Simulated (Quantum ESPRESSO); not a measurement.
# What a tighter setting buys: ecutwfc, SnIr3 (P6_3/mmc, 8 atoms in the cell)

Cell: a = 5.6860 Å, b = 5.6860 Å, c = 4.5379 Å, α = 90.00°, β = 90.00°, γ = 120.00°.

Level of theory: PBEsol, GBRV 1.5 ultrasoft (PBESOL) pseudopotentials (plane waves; Quantum ESPRESSO).

Base settings: ecutwfc = 40 Ry; ecutrho = 320 Ry; occupations = smearing; smearing = cold; degauss = 0.0073499 Ry; potentials = {Sn: sn_pbesol_v1.4.uspp.F.UPF, Ir: ir_pbesol_v1.2.uspp.F.UPF}; K_POINTS = automatic 4 4 4 0 0 0; conv_thr = 1e-11 Ry; mixing_beta = 0.3.

Misses are taken against the tightest run, 80 Ry (ecutrho: 320 Ry → 640 Ry), which need not be fully converged itself. The energy is the free energy per atom.

The count of work is k-points × plane waves × bands × iterations; it is no time, and leaves out set-up, grids and terms that scale otherwise. Core times come from one kind of shared machine and are given to one figure; runs under 30 s give none.

The starting cell comes from a database of computed structures (which also holds hypothetical and non-ambient phases and stackings), without a prior relaxation at this level. Spin polarisation is off. In the base run, with a pressure of about -10 GPa the cell is away from its equilibrium volume at this level. Without a gap this mesh is coarse (it stands for a supercell whose shortest vector is 18 Å).

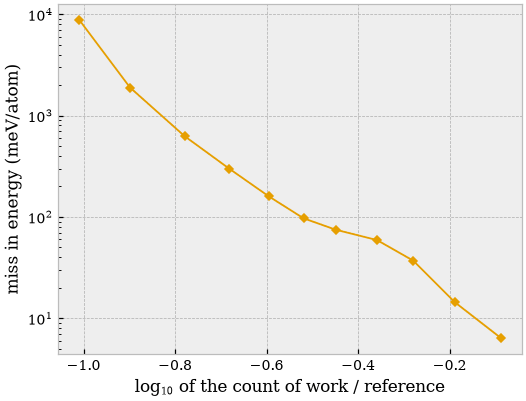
*Miss against the count of work; the reference run is not drawn, and misses under 0.1 meV/atom are drawn there.*

```tsv
ecutwfc	energy less reference (meV/atom)	pressure less reference (GPa)	largest difference in the force on any atom (eV/Å)	count of work / reference	core time / reference (rough)
16 Ry (ecutrho: 320 Ry → 128 Ry)	8854.67	-372.18	0.602	0.098	0.10
20 Ry (ecutrho: 320 Ry → 160 Ry)	1895.34	-87.99	0.012	0.13	0.09
24 Ry (ecutrho: 320 Ry → 192 Ry)	628.24	-22.36	0.041	0.17	0.1
28 Ry (ecutrho: 320 Ry → 224 Ry)	299.79	-8.59	0.005	0.21	0.2
32 Ry (ecutrho: 320 Ry → 256 Ry)	159.84	-4.72	0.006	0.25	0.2
36 Ry (ecutrho: 320 Ry → 288 Ry)	97.02	-1.84	0.004	0.30	0.3
40 Ry	74.86	-0.40	0.001	0.36	0.2
46 Ry (ecutrho: 320 Ry → 368 Ry)	59.22	-0.57	0.000	0.44	0.3
52 Ry (ecutrho: 320 Ry → 416 Ry)	37.06	-0.91	0.000	0.53	0.4
60 Ry (ecutrho: 320 Ry → 480 Ry)	14.40	-0.25	0.003	0.65	0.5
70 Ry (ecutrho: 320 Ry → 560 Ry)	6.35	0.19	0.000	0.82	0.7
80 Ry (ecutrho: 320 Ry → 640 Ry)	0.00	0.00	0.000	1.0	1
```

The last two settings still differ by 6.3 meV/atom, so the table cannot show that the reference is converged.

Coarsest setting among those run that, with all tighter ones, holds the energy within 20 meV/atom of the reference: 60 Ry (ecutrho: 320 Ry → 480 Ry), off by 14 meV/atom; its saving against the reference is no more than about a factor of 2 in the count of work.

The step from 28 Ry (ecutrho: 320 Ry → 224 Ry) to 52 Ry (ecutrho: 320 Ry → 416 Ry): it takes the miss in the energy from 300 to 37 meV/atom, for 2.5 times the count of work and roughly 3 times the time.
